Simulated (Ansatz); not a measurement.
CH4NSi: several calculations on one system

Part 1: Relaxation

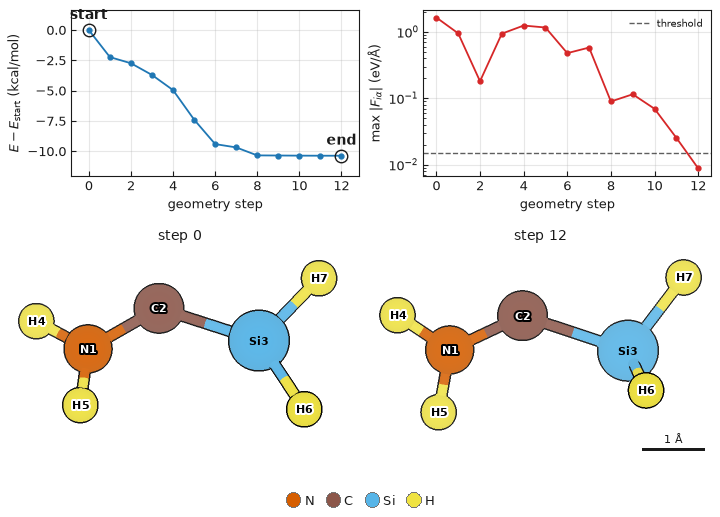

First and last geometry of a relaxation of CH4NSi (multiplicity 2), with the history of the run. A ball-and-stick model, seen at a tilt.

The run prepares an end point of a later path (torsion) calculation, from a guessed geometry.

These are results of UKS BLYP/def2-SVP (Ansatz 0.2.0), not measurements. (collinear spin; force threshold 0.015 eV/Å; at most 40 steps)

> What do the curves and the structures tell?

It converged. After 12 geometry steps the energy has fallen by 10.4 kcal/mol. The largest force component goes from 1.6 to 0.0088 eV/Å. The atom that moves furthest after the best rigid fit is H6 (0.57 Å). Largest moves by element: H 0.57 Å, Si 0.42 Å, C 0.22 Å, N 0.03 Å. Some distances before and after: Si3–H7 1.456 → 1.508 Å, C2–Si3 1.774 → 1.817 Å, Si3–H6 1.475 → 1.515 Å, N1–C2 1.345 → 1.315 Å. Bond angles that change, for instance: C2–Si3–H6 142.3° → 106.5°, N1–C2–Si3 128.1° → 136.4°, C2–N1–H4 117.6° → 121.0°. Cost: 44 s on 1 thread of Intel(R) Xeon(R) Processor @ 2.70GHz, on a shared host, peak memory 0.16 GiB.

Part 2: Relaxation

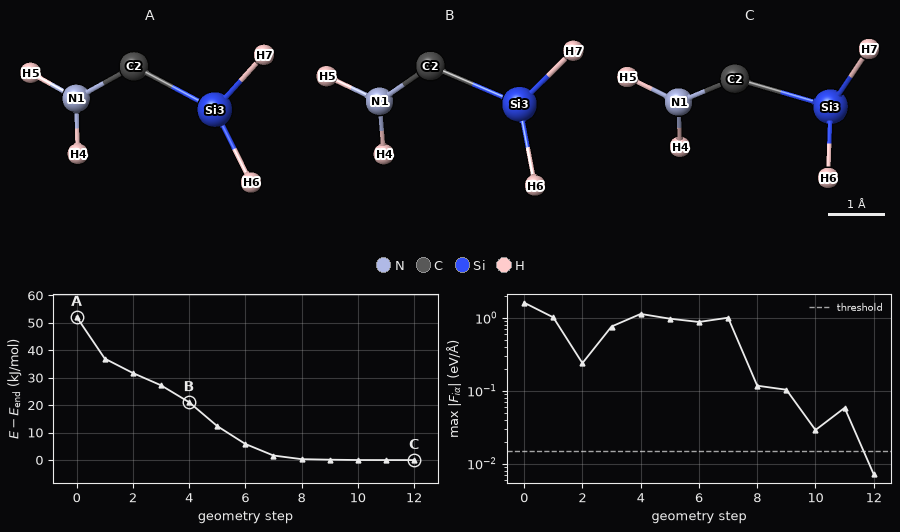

Frames of a relaxation of CH4NSi (multiplicity 2), marked on the history of the run. The picture is a ball-and-stick view, seen at a tilt.

The run prepares an end point of a later path (torsion) calculation, from a guessed geometry.

Level of theory: UKS BLYP/def2-SVP (Ansatz).

The input:
```yaml
crystal:
  periodic: [false, false, false]
  atoms:
    - { symbol: "N", position_ang: [-1.21754, 0.17287, -0.82274] }
    - { symbol: C, position_ang: [0.06042, -0.22676, -0.6983] }
    - { symbol: Si, position_ang: [1.10782, -0.94991, -1.93437] }
    - { symbol: H, position_ang: [-1.6578, 0.05652, -1.72203] }
    - { symbol: H, position_ang: [-1.80053, 0.58416, -0.10465] }
    - { symbol: H, position_ang: [1.12598, -1.37434, -3.34726] }
    - { symbol: H, position_ang: [2.42696, -1.2369, -1.38794] }
magnetization:
  spin_polarized: true
  initial_magnetization: 1
basis:
  gaussian: { orbitals: def2-SVP }
hamiltonian:
  xc: blyp
relax:
  f_tol: 0.015
  max_steps: 40
```

Launched with:
```bash
ansatz run input.yaml --threads 1 --pin off --max-ram 2048MiB --backend cpu --events-out ev --progress --plain --runs-dir out
```

**What happens along the run?**

The energy falls by 52.2 kJ/mol in 12 geometry steps. Largest force component: 1.6 eV/Å at the start, 0.0071 eV/Å at the end. The largest move after the best rigid fit is that of H6, 0.55 Å. By element the largest moves are H 0.55 Å, Si 0.41 Å, C 0.24 Å, N 0.08 Å. Near-neighbour distances that change, for instance: Si3–H7 1.456 → 1.508 Å, C2–Si3 1.774 → 1.817 Å, Si3–H6 1.475 → 1.515 Å, N1–C2 1.345 → 1.315 Å. Among the angles between lasting bonds that change: C2–Si3–H6 142.3° → 106.5°, N1–C2–Si3 128.1° → 136.3°, C2–N1–H4 117.6° → 125.2°. From step 0 to 4: H4 moves most (0.38 Å), energy −31.1 kJ/mol. From step 4 to 12: Si3 moves most (0.30 Å), energy −21.1 kJ/mol.

| step | E − E(0), kJ/mol | largest force component, eV/Å |
| --- | --- | --- |
| 0 | 0.00 | 1.6204 |
| 1 | -15.18 | 1.0183 |
| 2 | -20.43 | 0.2394 |
| 3 | -24.91 | 0.7624 |
| 4 | -31.07 | 1.1354 |
| 5 | -39.77 | 0.9766 |
| 6 | -46.29 | 0.8804 |
| 7 | -50.50 | 1.0069 |
| 8 | -51.82 | 0.1173 |
| 9 | -52.02 | 0.1033 |
| 10 | -52.14 | 0.0289 |
| 11 | -52.16 | 0.0583 |
| 12 | -52.16 | 0.0071 |

Part 3: Path

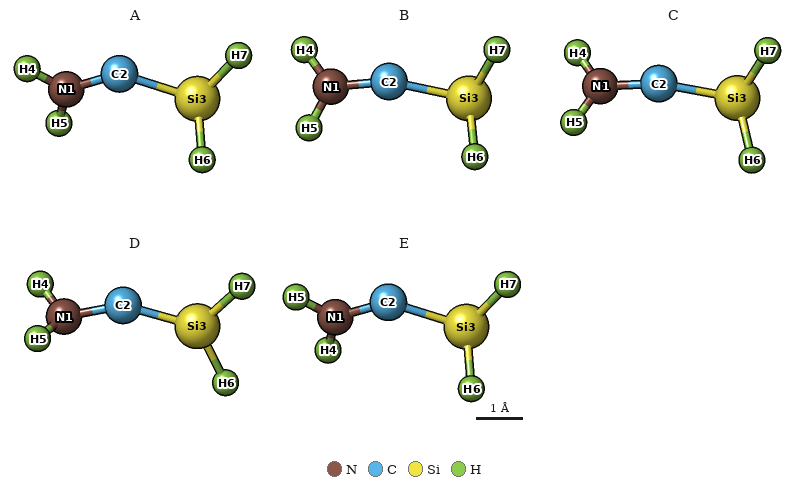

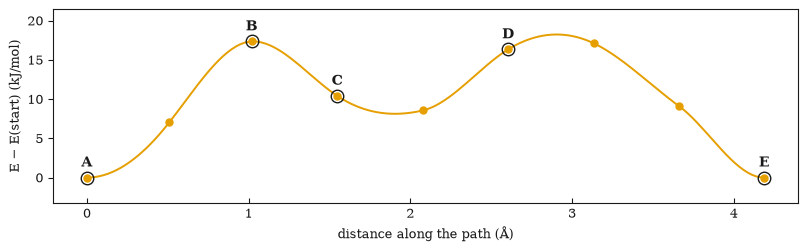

A search for the minimum-energy path of CH₄NSi (multiplicity 2) by the nudged elastic band. Images are numbered from 0 (start) to 8 (end). Frames A to E are images 0, 2, 3, 5, 8. The picture is a ball-and-stick view, seen at a tilt.

The calculation used UKS BLYP/def2-SVP in Ansatz 0.2.0. Settings: 7 movable images; climbing image; force threshold 0.05 eV/Å; iteration limit 60; starting path through a guess of the saddle point.

Q: Read off the barrier and say what moves.

A: The path has more than one stage, and so few images may leave a stage unresolved. No bond forms or breaks between the ends. Among the angles between lasting bonds that change up to the highest image: N1–C2–Si3 136.4° → 157.7°, C2–Si3–H7 109.0° → 103.6°. The barrier is about 17.3 kJ/mol in both directions, with image 2 at the top; the ends have the same energy. The profile has 2 maxima (images 2, 6) with a dip at image 4 (+8.5 kJ/mol), so the process runs in steps. The band converged in 11 iterations. The largest component of the band force went from 42 to 0.042 eV/Å. The climbing image converged on the top of the path. Its vibrational analysis gives one imaginary mode (457i cm⁻¹), as a transition state must have.

The run took 3.9 min on 1 thread of Intel(R) Xeon(R) Processor @ 2.70GHz (shared host), peak memory 0.15 GiB.
